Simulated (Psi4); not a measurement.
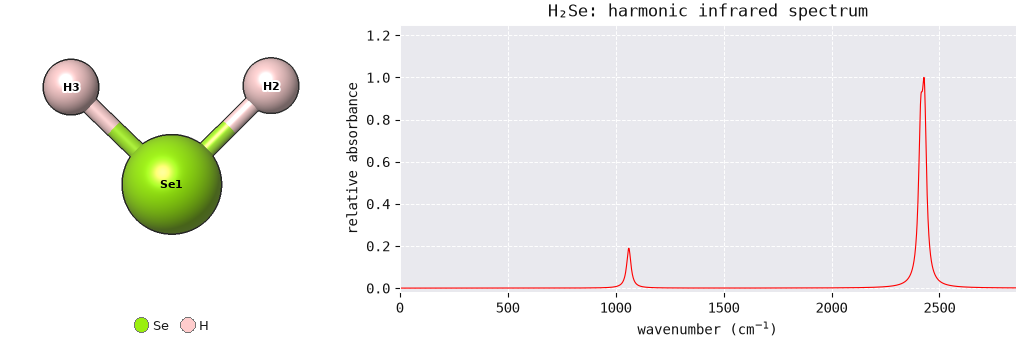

Infrared spectrum of H₂Se, SMILES [SeH2]. Unscaled harmonic wavenumbers and double-harmonic intensities, B3LYP/def2-SVP (dispersion D3(BJ)), Psi4 1.11, at a geometry relaxed at this level, isolated molecule. Lorentzian lines of 24 cm⁻¹ full width. Close modes add up in the curve.

**List the modes.**

```
  cm⁻¹  km/mol
1060.9     4.6
2413.0    15.6
2430.1    18.8
```

Note: double-zeta basis.
